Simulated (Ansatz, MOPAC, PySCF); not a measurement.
CH3Cl (SMILES CCl) and CH2O (SMILES C=O) are pulled apart as rigid monomers along the line of their centres of mass, from the B3LYP-D3(BJ)/def2-TZVP minimum. Starting geometry (charge 0, multiplicity 1):
| atom | x (Å) | y (Å) | z (Å) |
|---|---|---|---|
| C | -0.6485 | -0.9359 | -0.1772 |
| Cl | 0.2849 | 0.6019 | -0.1570 |
| H | -1.6108 | -0.7362 | -0.6379 |
| H | -0.0857 | -1.6604 | -0.7573 |
| H | -0.7688 | -1.2674 | 0.8498 |
| C | 0.3792 | 0.3195 | 2.9999 |
| O | -0.2330 | -0.7086 | 3.1147 |
| H | -0.1213 | 1.3048 | 3.0143 |
| H | 1.4779 | 0.3375 | 2.8811 |

Interaction energies with rigid monomers; basis-set methods are counterpoise corrected unless marked otherwise.

Rows in 3-21G, 6-311+G**, 6-31G* carry no dispersion term and start afresh at each structure (6-31G* with six Cartesian d functions). The state that PM6 reach isn't checked.

Codes used: Ansatz (a first-principles code); MOPAC for PM6 (differences of heats of formation); PySCF for 3-21G rows, 6-311+G** rows, 6-31G* rows, the dispersion terms. Each number belongs to the level named beside it.

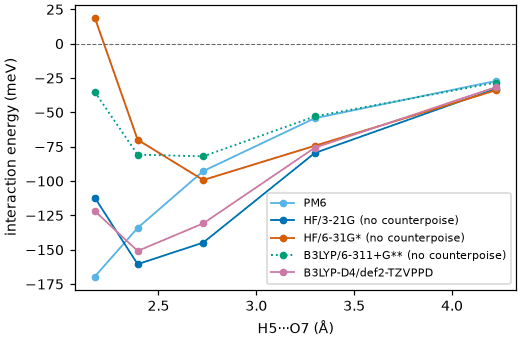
Figure. Interaction energy against separation

Problem. Which level binds most strongly at H5···O7 = 2.39, and by how much?

Solution. HF/3-21G (no counterpoise), -160 meV.
